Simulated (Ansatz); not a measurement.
## Profile along the Ru–Ru line in Ru (hcp, Mg type)

Ru (hcp, Mg type)

```cif
data_Ru2
_chemical_formula_sum 'Ru2'
_space_group_name_H-M_alt 'P63/mmc'
_space_group_IT_number 194
_space_group_name_Hall '-P 6c 2c'
_cell_length_a 2.72216
_cell_length_b 2.72216
_cell_length_c 4.29083
_cell_angle_alpha 90.000
_cell_angle_beta 90.000
_cell_angle_gamma 120.000
loop_
_atom_site_label
_atom_site_type_symbol
_atom_site_symmetry_multiplicity
_atom_site_Wyckoff_symbol
_atom_site_fract_x
_atom_site_fract_y
_atom_site_fract_z
_atom_site_occupancy
Ru1 Ru 2 d 0.66667 0.33333 0.25000 1
```

Fields along a shortest Ru–Ru line of a (1 -1 0 0) plane (2.72 Å), from Ru to Ru, interpolated on the slice's grid (step about 0.1 Å). Computed with PBE (plane waves to 420 eV, PAW, scalar-relativistic; Ansatz, a quantum-chemistry and plane-wave program). k mesh 20×20×11. Inside the PAW spheres the values are not all-electron values, and peaks at nuclei hang on which shells count as valence. Ru is run without spin polarisation. Ru was relaxed with its symmetry unable to fall.

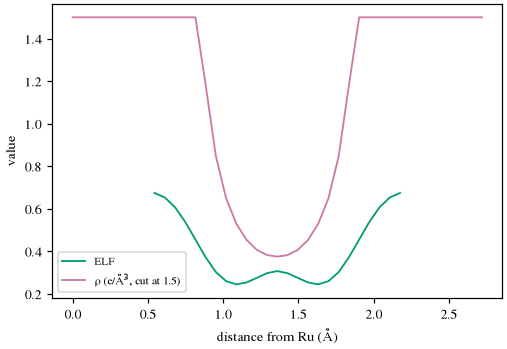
ELF (away from the nuclei) and valence density from Ru to Ru.

Density on the Ru–Ru line (2.72 Å) at its midpoint: 0.38 e/Å³. ELF at that point: 0.31.
